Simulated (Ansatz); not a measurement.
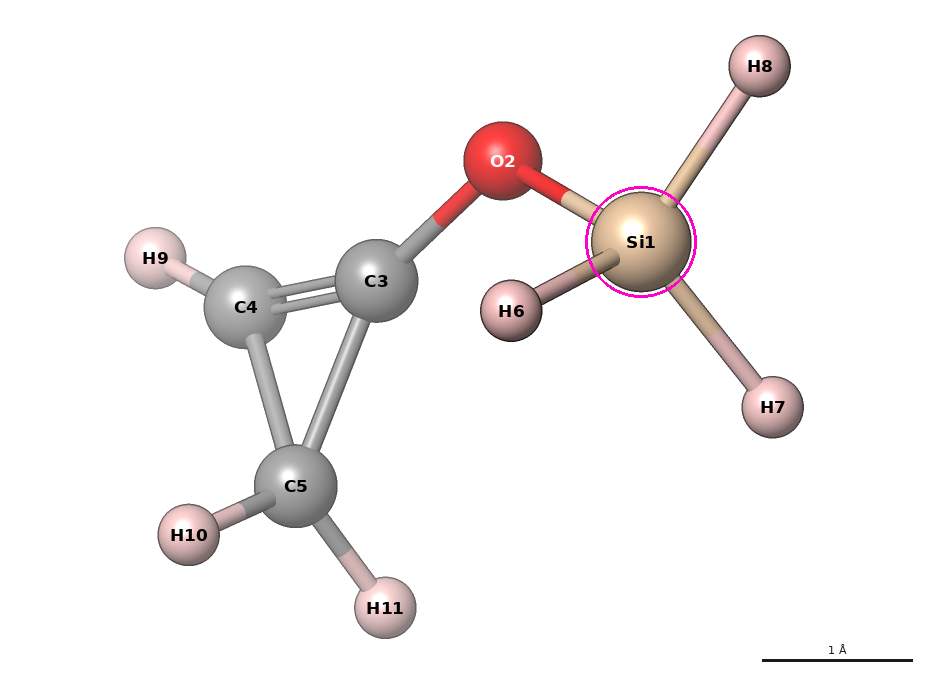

Orthographic view. Depth is shown by fading: the farther an atom, the more it takes the colour of the background. The computed structure is the end point of a PBE0-D4/def2-TZVP optimisation. No frequency run is at hand to confirm it as a minimum.

Name the neighbours of the circled atom.

The circled atom is Si1; it is bonded to O2, H6, H7, H8.

What is the shortest path along bonds from the circled atom to C5?

Si1–O2–C3–C5, 3 bonds; through space the two are 3.44 Å apart.

Which two atoms are farthest apart in space?

H8 and H9, 5.88 Å.

Which atom is farthest from the viewer?

H9, 2.4 Å behind the mean position.
